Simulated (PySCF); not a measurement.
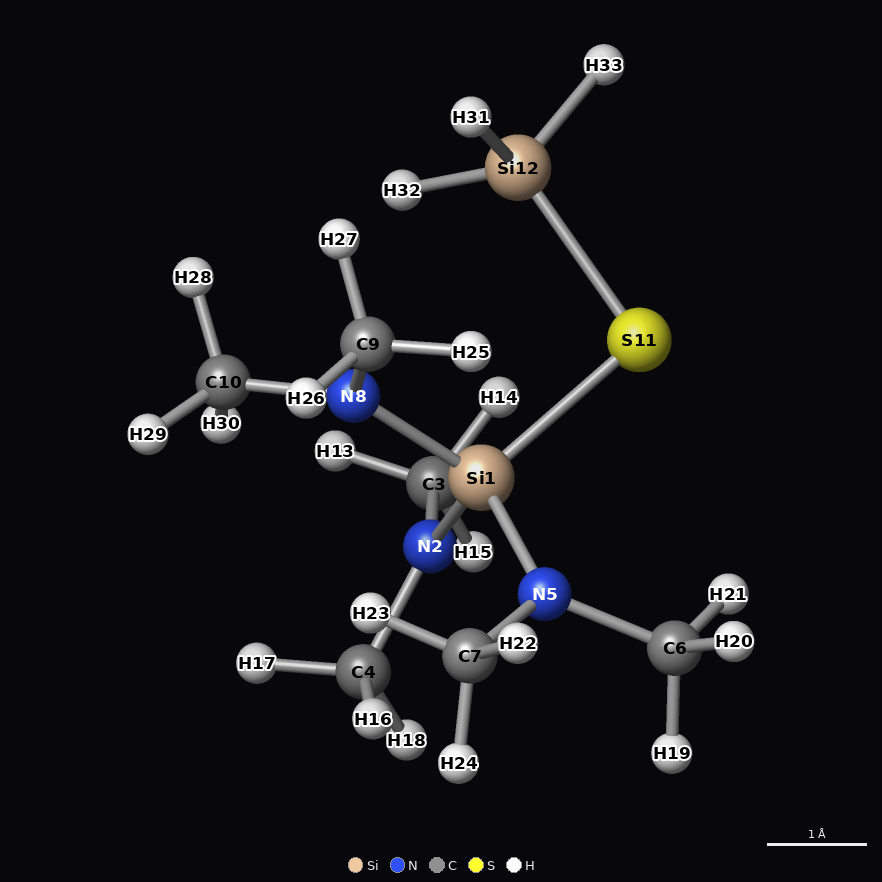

The computed structure is the end point of a PBE0-D3(BJ)/def2-SVP optimisation. No frequency run is at hand to confirm it as a minimum.

Estimate the angles Si1–N2–C3, Si1–N2–C4, Si1–N8–C9, Si1–N8–C10, Si1–S11–Si12, N2–C3–H15, N5–C6–H20, C6–N5–C7, N8–Si1–S11, N8–C9–H27, N8–C10–H28, S11–Si12–H33.

```tsv
angle	degrees
Si1–N2–C3	126.0
Si1–N2–C4	119.3
Si1–N8–C9	121.6
Si1–N8–C10	123.5
Si1–S11–Si12	96.8
N2–C3–H15	110.7
N5–C6–H20	111.4
C6–N5–C7	114.4
N8–Si1–S11	109.9
N8–C9–H27	111.5
N8–C10–H28	111.6
S11–Si12–H33	105.6
```
